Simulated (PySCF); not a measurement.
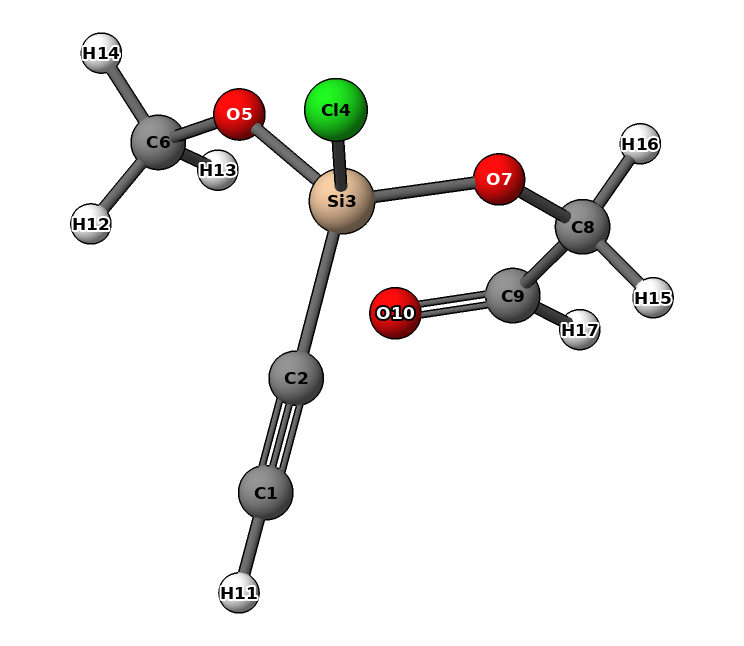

The questions are on isotropic NMR shieldings of the O atoms. The geometry was computed by an optimisation with GFN2-xTB. No frequency run is at hand to confirm it as a minimum. Properties computed with GIAO PBE0/pcSseg-1 NMR shielding, non-relativistic, gas phase (PySCF 2.14.0).

Give the isotropic NMR shieldings of the O atoms atom by atom.

```
atom  σ (ppm)
  O5    281.0
  O7    277.7
 O10   −306.4
```

The geometry is semi-empirical. Around Si such bond lengths and angles can be off by a tenth of an ångström or more and by several degrees, and values that hang on the shape move with them.
